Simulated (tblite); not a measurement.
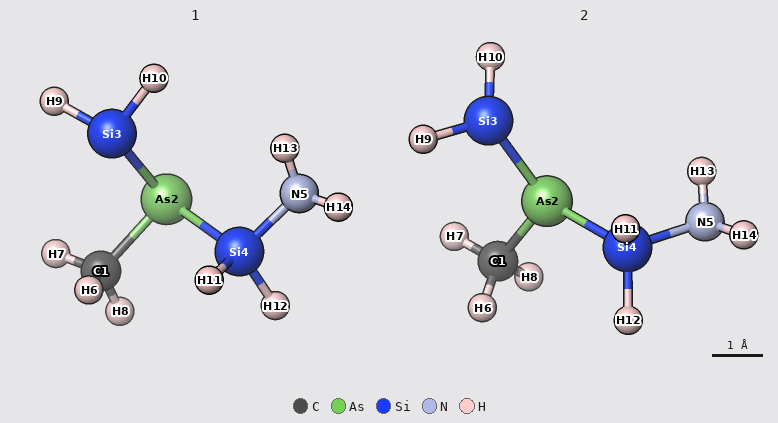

Two geometries of CH$_{9}$AsNSi$_{2}$ (multiplicity 2), drawn at one scale. One is the start of a relaxation, the other its converged end. The picture is a ball-and-stick view, seen at a tilt.

All numbers below come from GFN2-xTB geometry optimisation, gas phase (tblite). 

### Which geometry has the lower energy?

Structure 1 is the relaxed one. After 170 geometry steps the energy has fallen by 24.1 kcal/mol. The atom that moves furthest after the best rigid fit is H9 (1.52 Å). By element the largest moves are H 1.52 Å, N 0.78 Å, As 0.71 Å, Si 0.56 Å, C 0.43 Å. Some distances before and after: As2–Si3 2.270 → 2.325 Å, Si4–N5 1.781 → 1.728 Å, C1–As2 1.933 → 1.980 Å, N5–H14 1.050 → 1.007 Å. Bond angles that change, for instance: C1–As2–Si3 116.4° → 97.5°, Si3–As2–Si4 115.0° → 99.3°, Si4–N5–H13 106.5° → 118.1°.
